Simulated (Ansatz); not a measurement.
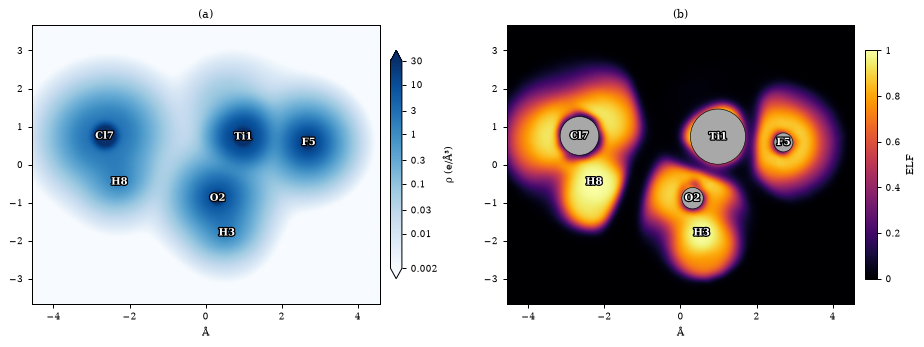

*F3HOTi···HCl. (a) total electron density; (b) electron localisation function on the plane of atoms O2, Ti1 and F5. Grey discs cover the atomic cores in the ELF map.*

Computed with Ansatz 0.2.0, RHF/def2-SVP.

Input file:

```
crystal:
  periodic: [false, false, false]
  atoms:
    - { symbol: Ti, position_ang: [-0.135401, 0.112545, -0.027242] }
    - { symbol: O, position_ang: [-0.172177, -0.032283, 1.81695] }
    - { symbol: H, position_ang: [-0.837929, 0.199951, 2.448012] }
    - { symbol: F, position_ang: [1.468188, 0.317862, -0.612977] }
    - { symbol: F, position_ang: [-1.050995, 1.505317, -0.449698] }
    - { symbol: F, position_ang: [-0.916619, -1.221677, -0.784859] }
    - { symbol: Cl, position_ang: [1.698092, -2.624439, 1.351029] }
    - { symbol: H, position_ang: [1.158441, -1.756876, 2.191485] }
basis:
  gaussian: { orbitals: def2-SVP }
hamiltonian:
  xc: hf
relax:
  f_tol: 0.03
  max_steps: 50
output:
  orbitals: {}
```

Command:

```sh
ansatz run input.yaml --threads 2 --pin off --max-ram 3072MiB --backend cpu --events-out ev --progress --plain --runs-dir out
```

The fields are those of the run's last geometry, not of the input's.

What does the map show?

Answer. The section cuts through Ti, O, H, F and Cl sites.
Ti1···Cl7 (3.64 Å): the density falls to about 0.03 e/Å³ on the way; the ELF dips to about 0 between them.
Ti–F (1.73 Å): ρ is about 1.1 e/Å³ halfway; the ELF peaks at about 0.85 in the valence shell of F, 0.5 Å from its nucleus, and drops to about 0.20 between the two atoms.
Ti–O (1.75 Å): ρ at the midpoint is about 1.1 e/Å³; the ELF peaks at about 0.80 in the valence shell of O, 0.6 Å from its nucleus, and drops to about 0.25 between the two atoms.
O–H (0.95 Å): the density is about 3.8 e/Å³ at the midpoint; the ELF climbs to about 1 towards the hydrogen, as it does in any bond to H; an ordinary covalent bond to hydrogen.
Cl–H (1.27 Å): the density is about 1.9 e/Å³ at the midpoint; the ELF climbs to about 1 towards the hydrogen.
The ELF also peaks beside Cl7, away from the bonds: lone-pair regions.
